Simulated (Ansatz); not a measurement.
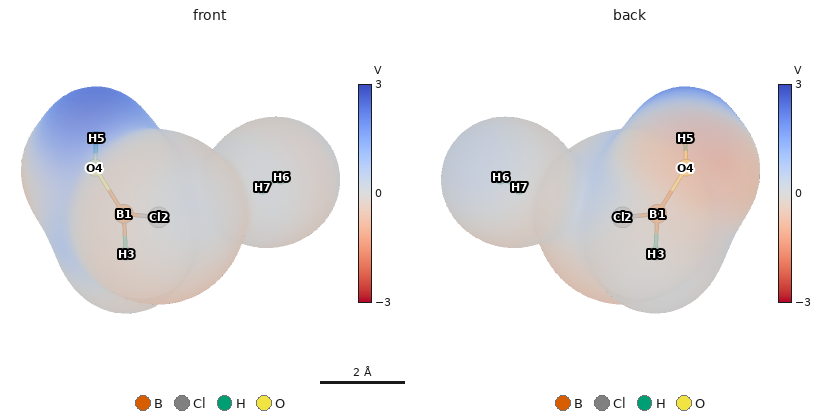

BClH2O···H2. The electrostatic potential painted on the density surface at 0.001 e/bohr³, seen from the front and from behind; red is negative and blue positive.

Level of theory: RKS PBE/def2-SVP (Ansatz).

```csv
atom,x (Å),y (Å),z (Å)
B,0.0407,-0.6636,-0.0439
Cl,-0.1002,-0.6324,1.7315
H,1.1164,-0.4748,-0.5630
O,-1.0331,-0.8968,-0.8263
H,-1.8566,-1.0349,-0.3184
H,-0.2548,3.0976,0.9685
H,-0.1862,2.4081,1.3013
```

> Where is the surface potential most negative and most positive?

The most negative region (about −0.9 V) lies over O4, the most positive (about +2.3 V) over H5.
